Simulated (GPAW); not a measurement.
## MnGe15 (Ge32 Mn2 d5p66): parallel and opposed starts

Aim: find out whether MnGe15 (Ge32 Mn2 d5p66) carries moments, and which collinear order costs least.

Calculated with GPAW 26.7.0; PBE; plane waves with GPAW's PAW setups, scalar-relativistic.

## 1. Set-up

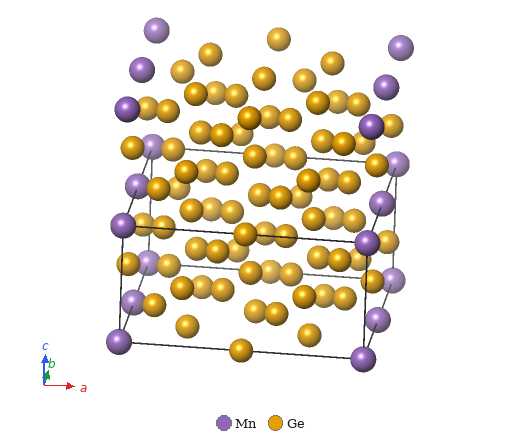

The cell as given, slightly off an axis (manganese purple, germanium orange). 1×1×2 cells are drawn. Some periodic images of atoms are drawn too.

The cell is a made-up one and need not be a known phase.

## 2. Run 1 (ferro ++)

Parallel moments need no larger cell; this start tests for a ferromagnetic state only.

order1.py reads:

```python
import json
import numpy as np
from ase import Atoms
from ase.parallel import paropen, parprint
from gpaw import GPAW

atoms = Atoms(['Mn', 'Ge', 'Ge', 'Ge', 'Ge', 'Ge', 'Ge', 'Ge', 'Mn', 'Ge', 'Ge', 'Ge', 'Ge', 'Ge', 'Ge', 'Ge', 'Ge', 'Ge', 'Ge', 'Ge', 'Ge', 'Ge', 'Ge', 'Ge', 'Ge', 'Ge', 'Ge', 'Ge', 'Ge', 'Ge', 'Ge', 'Ge'],
    cell=[[11.316, 0.0, 0.0],
         [0.0, 11.316, 0.0],
         [0.0, 0.0, 5.658]],
    scaled_positions=[[0.0, 0.0, 0.0],
         [0.125, 0.125, 0.25],
         [0.0, 0.25, 0.5],
         [0.125, 0.375, 0.75],
         [0.25, 0.0, 0.5],
         [0.375, 0.125, 0.75],
         [0.25, 0.25, 0.0],
         [0.375, 0.375, 0.25],
         [0.0, 0.5, 0.0],
         [0.125, 0.625, 0.25],
         [0.0, 0.75, 0.5],
         [0.125, 0.875, 0.75],
         [0.25, 0.5, 0.5],
         [0.375, 0.625, 0.75],
         [0.25, 0.75, 0.0],
         [0.375, 0.875, 0.25],
         [0.5, 0.0, 0.0],
         [0.625, 0.125, 0.25],
         [0.5, 0.25, 0.5],
         [0.625, 0.375, 0.75],
         [0.75, 0.0, 0.5],
         [0.875, 0.125, 0.75],
         [0.75, 0.25, 0.0],
         [0.875, 0.375, 0.25],
         [0.5, 0.5, 0.0],
         [0.625, 0.625, 0.25],
         [0.5, 0.75, 0.5],
         [0.625, 0.875, 0.75],
         [0.75, 0.5, 0.5],
         [0.875, 0.625, 0.75],
         [0.75, 0.75, 0.0],
         [0.875, 0.875, 0.25]],
    pbc=True,
    magmoms=[4.5, 0.0, 0.0, 0.0, 0.0, 0.0, 0.0, 0.0, 4.5, 0.0, 0.0, 0.0, 0.0, 0.0, 0.0, 0.0, 0.0, 0.0, 0.0, 0.0, 0.0, 0.0, 0.0, 0.0, 0.0, 0.0, 0.0, 0.0, 0.0, 0.0, 0.0, 0.0])
atoms.calc = GPAW(mode={'name': 'pw', 'ecut': 450},
    xc='PBE',
    kpts={'size': (3, 3, 5), 'gamma': True},
    occupations={'name': 'fermi-dirac', 'width': 0.05},
    convergence={'density': 1e-05, 'energy': 1e-05},
    maxiter=200,
    mixer={'name': 'pulay', 'beta': 0.05, 'nmaxold': 6, 'weight': 50},
    symmetry={'tolerance': 1e-4},
    txt='order1.txt')
e = atoms.get_potential_energy(force_consistent=True)
res = {'free_energy': e, 'energy_sigma0': atoms.get_potential_energy(), 'fermi_energy': atoms.calc.get_fermi_level()}
res['moments'] = atoms.get_magnetic_moments().tolist()
res['total'] = atoms.get_magnetic_moment()
parprint('site moments (muB):', np.round(res['moments'], 3))
parprint(f"total moment: {res['total']:.3f} muB")
parprint(f'free energy: {e:.6f} eV')
atoms.calc.write('order1.gpw')
with paropen('results.json', 'w') as f:
    json.dump(res, f)
```

The run is started by

```console
> OMP_NUM_THREADS=1 mpirun -n 4 gpaw python order1.py > order1.log
```

Numbers of over 12 decimals in the logs are rounded to 6 here.

The log of the run:

```text
site moments (muB): [ 3.158e+00 -4.700e-02  3.000e-03 -4.700e-02  1.000e-03 -6.000e-03
  1.000e-03 -6.000e-03  3.158e+00 -4.700e-02  3.000e-03 -4.700e-02
  1.000e-03 -6.000e-03  1.000e-03 -6.000e-03 -3.000e-03 -6.000e-03
 -2.000e-03 -6.000e-03  1.000e-03 -4.700e-02  1.000e-03 -4.700e-02
 -3.000e-03 -6.000e-03 -2.000e-03 -6.000e-03  1.000e-03 -4.700e-02
  1.000e-03 -4.700e-02]
total moment: 6.002 muB
free energy: -151.042115 eV

--- order1.txt ---
Input parameters:
  mode=PW(ecut=450),
  convergence={'density': 1e-05, 'energy': 1e-05},
  kpts=MonkhorstPack(size=(3, 3, 5), gamma=True),
  maxiter=200,
  mixer=Pulay(name='pulay', nmaxold=6, beta=0.05, weight=50, sigma=0.015, g_ss=None),
  occupations=Occupations(name='fermi-dirac', width=0.05),
  symmetry=Symmetry(tolerance=0.0001),
  xc=XC(name='PBE')

Diagonalizing LCAO Hamiltonian
Converting LCAO to pw mode
        .---------------------------.
       /|                           |
      / |                           |
     /  |  Ge            Ge         |
    /   |       Ge            Ge    |
   /  Ge|           Ge              |
  /    Ge         Ge Ge         Ge  |
 *      .--Ge------------Ge---------.
 |     / Ge Ge         Ge Ge       /
 | Ge /      Ge  Ge        Ge     /
 |   Mn Ge    Ge   Ge Ge    Ge   /
 |  /Ge            Ge           /
 | /      Ge            Ge     /
 |/                           /
 Mn------------Ge------------*

Atoms  # Å, Bohr magnetons
|    | symbol |        x |        y |        z |    initial magnetic moments |
|----|--------|----------|----------|----------|-----------------------------|
|  0 |     Mn | 0.000000 | 0.000000 | 0.000000 | ( 0.0000,  0.0000,  4.5000) |
|  1 |     Ge | 1.414500 | 1.414500 | 1.414500 | ( 0.0000,  0.0000,  0.0000) |
|  2 |     Ge | 0.000000 | 2.829000 | 2.829000 | ( 0.0000,  0.0000,  0.0000) |
|  3 |     Ge | 1.414500 | 4.243500 | 4.243500 | ( 0.0000,  0.0000,  0.0000) |
|  4 |     Ge | 2.829000 | 0.000000 | 2.829000 | ( 0.0000,  0.0000,  0.0000) |
|  5 |     Ge | 4.243500 | 1.414500 | 4.243500 | ( 0.0000,  0.0000,  0.0000) |
|  6 |     Ge | 2.829000 | 2.829000 | 0.000000 | ( 0.0000,  0.0000,  0.0000) |
|  7 |     Ge | 4.243500 | 4.243500 | 1.414500 | ( 0.0000,  0.0000,  0.0000) |
|  8 |     Mn | 0.000000 | 5.658000 | 0.000000 | ( 0.0000,  0.0000,  4.5000) |
|  9 |     Ge | 1.414500 | 7.072500 | 1.414500 | ( 0.0000,  0.0000,  0.0000) |
| 10 |     Ge | 0.000000 | 8.487000 | 2.829000 | ( 0.0000,  0.0000,  0.0000) |
| 11 |     Ge | 1.414500 | 9.901500 | 4.243500 | ( 0.0000,  0.0000,  0.0000) |
| 12 |     Ge | 2.829000 | 5.658000 | 2.829000 | ( 0.0000,  0.0000,  0.0000) |
| 13 |     Ge | 4.243500 | 7.072500 | 4.243500 | ( 0.0000,  0.0000,  0.0000) |
| 14 |     Ge | 2.829000 | 8.487000 | 0.000000 | ( 0.0000,  0.0000,  0.0000) |
| 15 |     Ge | 4.243500 | 9.901500 | 1.414500 | ( 0.0000,  0.0000,  0.0000) |
| 16 |     Ge | 5.658000 | 0.000000 | 0.000000 | ( 0.0000,  0.0000,  0.0000) |
| 17 |     Ge | 7.072500 | 1.414500 | 1.414500 | ( 0.0000,  0.0000,  0.0000) |
[...]
| 22 |     Ge | 8.487000 | 2.829000 | 0.000000 | ( 0.0000,  0.0000,  0.0000) |
| 23 |     Ge | 9.901500 | 4.243500 | 1.414500 | ( 0.0000,  0.0000,  0.0000) |
| 24 |     Ge | 5.658000 | 5.658000 | 0.000000 | ( 0.0000,  0.0000,  0.0000) |
| 25 |     Ge | 7.072500 | 7.072500 | 1.414500 | ( 0.0000,  0.0000,  0.0000) |
| 26 |     Ge | 5.658000 | 8.487000 | 2.829000 | ( 0.0000,  0.0000,  0.0000) |
| 27 |     Ge | 7.072500 | 9.901500 | 4.243500 | ( 0.0000,  0.0000,  0.0000) |
| 28 |     Ge | 8.487000 | 5.658000 | 2.829000 | ( 0.0000,  0.0000,  0.0000) |
| 29 |     Ge | 9.901500 | 7.072500 | 4.243500 | ( 0.0000,  0.0000,  0.0000) |
| 30 |     Ge | 8.487000 | 8.487000 | 0.000000 | ( 0.0000,  0.0000,  0.0000) |
| 31 |     Ge | 9.901500 | 9.901500 | 1.414500 | ( 0.0000,  0.0000,  0.0000) |

Unit cell  # Å
| periodic |         x |         y |        z |   lengths |    angles |
|----------|-----------|-----------|----------|-----------|-----------|
|      yes | 11.316000 |  0.000000 | 0.000000 | 11.316000 | 90.000000 |
|      yes |  0.000000 | 11.316000 | 0.000000 | 11.316000 | 90.000000 |
|      yes |  0.000000 |  0.000000 | 5.658000 |  5.658000 | 90.000000 |

Number of symmetries: 4

BZ-sampling:
  Number of BZ points: 45
  Number of IBZ points: 12

  Monkhorst-Pack size: [3, 3, 5]
  Monkhorst-Pack shift: [0, 0, 0]

K-points  # in reciprocal-cell coordinates
|     |                                coordinates |     weight |
|-----|--------------------------------------------|------------|
|   0 | (  0.00000000,   0.00000000,   0.00000000) | 0.02222222 |
|   1 | (  0.00000000,   0.00000000,   0.20000000) | 0.04444444 |
|   2 | (  0.00000000,   0.00000000,   0.40000000) | 0.04444444 |
|   3 | (  0.00000000,   0.33333333,   0.00000000) | 0.04444444 |
|   4 | (  0.00000000,   0.33333333,   0.20000000) | 0.08888889 |
|   5 | (  0.00000000,   0.33333333,   0.40000000) | 0.08888889 |
|   6 | (  0.33333333,   0.00000000,   0.00000000) | 0.04444444 |
|   7 | (  0.33333333,   0.00000000,   0.20000000) | 0.08888889 |
|   8 | (  0.33333333,   0.00000000,   0.40000000) | 0.08888889 |
|   9 | (  0.33333333,   0.33333333,   0.00000000) | 0.08888889 |
| ... |                                            |            |
|  11 | (  0.33333333,   0.33333333,   0.40000000) | 0.17777778 |

Plane wave coefficients: 15740
Cutoff: 450.000000 eV

Spin-components: 2 (collinear spins)
Bands:           100
Projectors:      162
Spin-degeneracy: 1
Datatype:        complex128

Parallelization:
  kpt:    4
  domain: 1
  band:   1

Density:
  Valence electrons: 150.0
  Components: 2
  Grid points: [56 56 28]
  Charge: 0.0  # |e|

Potential:
  Grid points: [56 56 28]

species:
  Mn:
    name:    Manganese
    Z:       25.0
    valence: 15
    core:    10
    charge:  0.0  # [|e|]
    compensation charges:
      type: gauss
      rc: 0.38  # [Å]
      lmax: 2
    cutoffs:
      filter: 2.14  # [Å]
      core: 0.86  # [Å]
    projectors
    | kind |    occ | energy [eV] | rcut [Å] |
    |------|--------|-------------|----------|
    |   3s |  2.000 |     -85.859 |    1.275 |
    |   4s |  2.000 |      -5.106 |    1.275 |
    |   3p |  6.000 |     -54.597 |    1.281 |
    |   4p |  0.000 |      -1.371 |    1.281 |
    |   3d |  5.000 |      -6.771 |    1.138 |
    |    d |        |      20.441 |    1.138 |

    Using partial waves for Mn as LCAO basis

  Ge:
    name:    Germanium
    Z:       32.0
    valence: 4
    core:    28
    charge:  0.0  # [|e|]
    compensation charges:
      type: gauss
      rc: 0.32  # [Å]
      lmax: 2
    cutoffs:
      filter: 1.77  # [Å]
      core: 3.42  # [Å]
    projectors
    | kind |    occ | energy [eV] | rcut [Å] |
    |------|--------|-------------|----------|
    |   4s |  2.000 |     -11.726 |    1.005 |
    |   4p |  2.000 |      -3.896 |    1.005 |
    |    s |        |      15.485 |    1.005 |
    |    p |        |      23.315 |    1.005 |
    |    d |        |       0.000 |    1.005 |

    Using partial waves for Ge as LCAO basis

Reference energy: -1775957.311721  # eV

eigensolver:
  PPCG
  Converge bands: occupied
  niter=2

density mixing:
  Pulay-Mixer
  Linear mixing parameters: 0.05
  Old densities: 6
  Fourier metric: weight=50, sigma=0.015

occupation numbers:
  Fermi-Dirac:
    width: 0.0500  # eV

poisson solver:
  ecut: 3600.000000  # eV

xc functional:
  name: PBE with 2 nearest neighbor stencil

convergence criteria:
- Maximum integral of absolute [dens]ity change: 1e-05 electrons / valence electron
- Maximum [total energy] change in last 3 cyles: 1e-05 eV / valence electron
- Maximum integral of absolute [eigenst]ate change: 4e-08 eV^2 / valence electron
maximum number of iterations: 200

SCF iterations
|iter     |      energy | eigst |  dens |  magmom |
|---------|-------------|-------|-------|---------|
|iter:   1|       0s | -151.979084 | +0.06 |       |  +9.0194|
|iter:   2|      11s | -151.024501 | -1.38 | -0.88 |  +8.8590|
|iter:   3|      22s | -150.910551 | -2.23 | -0.93 |  +8.6688|
|iter:   4|      33s | -151.316902 | -1.27 | -0.97 |  +6.7493|
|iter:   5|      44s | -150.976971 | -2.05 | -1.47 |  +6.6955|
|iter:   6|      55s | -151.000514 | -2.52 | -1.58 |  +6.2985|
|iter:   7|      66s | -151.020838 | -2.76 | -1.91 |  +6.2860|
|iter:   8|      77s | -151.025799 | -2.49 | -1.89 |  +6.0047|
|iter:   9|      88s | -151.015098 | -2.93 | -2.17 |  +6.0830|
|iter:  10|      98s | -151.018252 | -4.05 | -2.33 |  +6.0415|
[... 14 iterations left out ...]
|iter:  25|     255s | -151.020427c| -7.15 | -4.13 |  +6.0038|
|iter:  26|     260s | -151.020427c| -7.95c| -4.22 |  +6.0030|
|iter:  27|     266s | -151.020427c| -8.17c| -4.45 |  +6.0027|
|iter:  28|     272s | -151.020427c| -7.88c| -4.55 |  +6.0026|
|iter:  29|     278s | -151.020427c| -7.64c| -4.63 |  +6.0023|
|iter:  30|     283s | -151.020427c| -7.75c| -4.83 |  +6.0023|
|iter:  31|     289s | -151.020427c| -8.58c| -4.85 |  +6.0023|
|iter:  32|     295s | -151.020427c| -8.75c| -4.89 |  +6.0022|
|iter:  33|     301s | -151.020427c| -8.93c| -4.96 |  +6.0021|
|iter:  34|     306s | -151.020427c| -8.26c| -5.06c|  +6.0020|

Converged in 34 steps
Energy contributions relative to reference atoms: (reference = -1775957.311721)

Energy contributions:
  Kinetic:         402.796180
  Coulomb:        -359.682209
  Zero:              0.467205
  External:          0.000000
  Xc:             -194.579914
  Entropy:          -0.043376
  Spinorbit:         0.000000
  ----------------------------
  Free energy:    -151.042115
  Extrapolated:   -151.020427

dipole moment: (-124.476737, -136.013227, -136.018896)  # |e|*Ang

Total magnetic moment: (0.000000, 0.000000, 6.002021)

Local magnetic moments
|        x |        y |         z |
|----------|----------|-----------|
| 0.000000 | 0.000000 |  3.157981 |  # Mn   0
| 0.000000 | 0.000000 | -0.046687 |  # Ge   1
| 0.000000 | 0.000000 |  0.003282 |  # Ge   2
| 0.000000 | 0.000000 | -0.046687 |  # Ge   3
| 0.000000 | 0.000000 |  0.000839 |  # Ge   4
| 0.000000 | 0.000000 | -0.005703 |  # Ge   5
| 0.000000 | 0.000000 |  0.000777 |  # Ge   6
| 0.000000 | 0.000000 | -0.005703 |  # Ge   7
| 0.000000 | 0.000000 |  3.157981 |  # Mn   8
| 0.000000 | 0.000000 | -0.046687 |  # Ge   9
| 0.000000 | 0.000000 |  0.003282 |  # Ge  10
| 0.000000 | 0.000000 | -0.046687 |  # Ge  11
| 0.000000 | 0.000000 |  0.000839 |  # Ge  12
| 0.000000 | 0.000000 | -0.005703 |  # Ge  13
| 0.000000 | 0.000000 |  0.000777 |  # Ge  14
| 0.000000 | 0.000000 | -0.005703 |  # Ge  15
[...]
| 0.000000 | 0.000000 |  0.000777 |  # Ge  22
| 0.000000 | 0.000000 | -0.046687 |  # Ge  23
| 0.000000 | 0.000000 | -0.002727 |  # Ge  24
| 0.000000 | 0.000000 | -0.005703 |  # Ge  25
| 0.000000 | 0.000000 | -0.002069 |  # Ge  26
| 0.000000 | 0.000000 | -0.005703 |  # Ge  27
| 0.000000 | 0.000000 |  0.000839 |  # Ge  28
| 0.000000 | 0.000000 | -0.046687 |  # Ge  29
| 0.000000 | 0.000000 |  0.000777 |  # Ge  30
| 0.000000 | 0.000000 | -0.046687 |  # Ge  31

Fermi level: 5.508
Eigenvalues  # (at kpt = [0.000, 0.000, 0.000])
| band index |      eig [eV] | occ [0-1] |      eig [eV] | occ [0-1] |
|------------|---------------|-----------|---------------|-----------|
|          0 |       -75.205 |     1.000 |       -71.712 |     1.000 |
|        ... |               |           |               |           |
|         67 |         3.977 |     1.000 |         4.517 |     1.000 |
|         68 |         3.978 |     1.000 |         4.865 |     1.000 |
|         69 |         3.995 |     1.000 |         5.158 |     0.999 |
|         70 |         4.016 |     1.000 |         5.266 |     0.992 |
|         71 |         4.072 |     1.000 |         5.266 |     0.992 |
|         72 |         4.331 |     1.000 |         5.717 |     0.015 |
|         73 |         4.586 |     1.000 |         5.855 |     0.001 |
|         74 |         4.655 |     1.000 |         6.189 |     0.000 |
|         75 |         4.655 |     1.000 |         6.247 |     0.000 |
|         76 |         5.034 |     1.000 |         6.478 |     0.000 |
|         77 |         5.518 |     0.447 |         6.551 |     0.000 |
|         78 |         5.893 |     0.000 |         6.619 |     0.000 |
|         79 |         6.208 |     0.000 |         6.713 |     0.000 |
|         80 |         6.562 |     0.000 |         6.716 |     0.000 |
|         81 |         6.658 |     0.000 |         6.887 |     0.000 |
|        ... |               |           |               |           |
|         99 |         8.709 |     0.000 |         8.759 |     0.000 |

No gap
No difference between direct/indirect transitions
```

Run time: 5.5 min. Hardware: 4 MPI ranks of AMD EPYC 9R14 (Zen 4), shared host; peak memory 2.4 GiB.

Spin moment in the augmentation sphere by element, in μB:

```csv
element,atoms,mean,spread (r.m.s.),least,largest
Mn,2,3.16,0.00,3.16,3.16
Ge,30,-0.01,0.02,-0.05,0.00
```

The atoms farthest from the mean of their element:

```csv
atom,"x, y, z (Å)",spin moment in the augmentation sphere (μB)
Ge32,"9.90, 9.90, 1.41",-0.05
Ge22,"9.90, 1.41, 4.24",-0.05
Ge10,"1.41, 7.07, 1.41",-0.05
Ge30,"9.90, 7.07, 4.24",-0.05
Ge12,"1.41, 9.90, 4.24",-0.05
Ge4,"1.41, 4.24, 4.24",-0.05
Ge2,"1.41, 1.41, 1.41",-0.05
Ge24,"9.90, 4.24, 1.41",-0.05
```

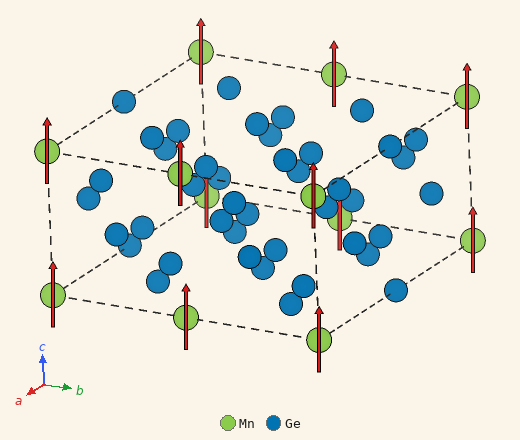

Spin moment in the augmentation sphere as arrows, the longest 3.16 μB. Up and down stand for the sign. Arrows give size and sign along the axis of quantisation, drawn up and down the page. Some periodic images of atoms are drawn too.

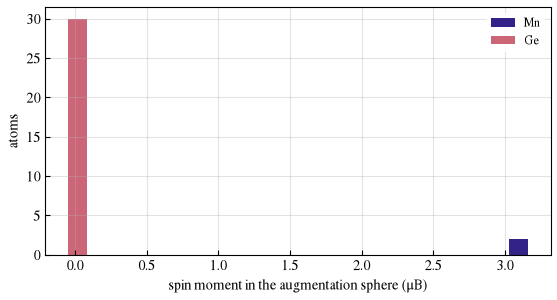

Spin moment in the augmentation sphere as a stacked histogram.

Read from the output:

```
magnetization : 6.002 μB
final state   : ferromagnetic
```

After 34 cycles the largest moment stands at 3.16 μB.

[end of part 1 of 2]

[Logs and program files are shortened in this print: banners, set-up blocks, solver, clock and traceback lines can be left out without a mark of their own.]

[Logs are printed without paths, hosts, clocks, repeated set-up lines and the standing remarks that a program may print on its own settings, such as how far it seeks lower states.]

[Hosts, paths, dates, database ids (printed as entryN), source tags and the programs' standing remarks are cut or masked in the printed files.]

[Where a cell is said to come from a database of computed structures, the database is the Materials Project.]
